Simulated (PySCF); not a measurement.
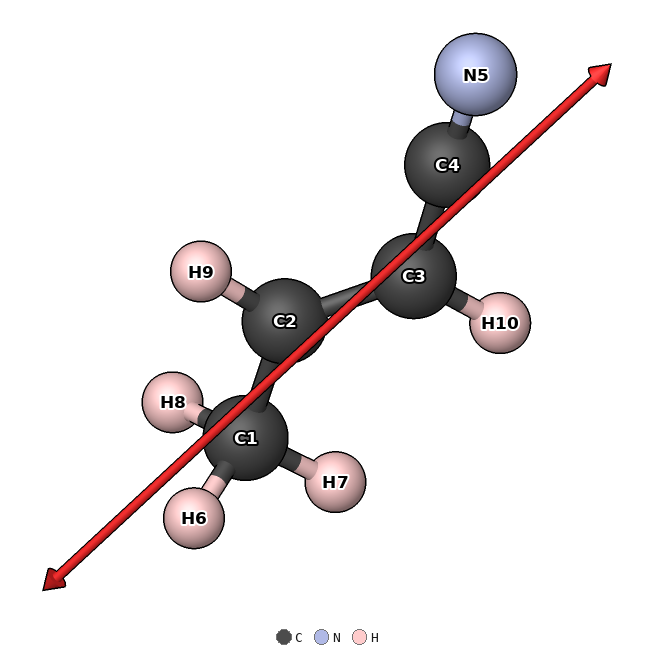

The double arrow shows the direction of the transition dipole to excited singlet state 1 (its length means nothing). The geometry was computed by an optimisation with GFN2-xTB. No frequency run is at hand to confirm it as a minimum. Properties computed with TDDFT PBE0/def2-SVPD, vertical, gas phase, core orbitals frozen in the response (PySCF 2.14.0).

Question. How is the transition polarised?

Answer. Close to the long direction C1···N5.

Question. Where does the transition lie, and how strong is it?

Answer. 6.27 eV (198 nm), oscillator strength 0.44, mainly HOMO → LUMO (weight 0.91); transition dipole 4.30 D.
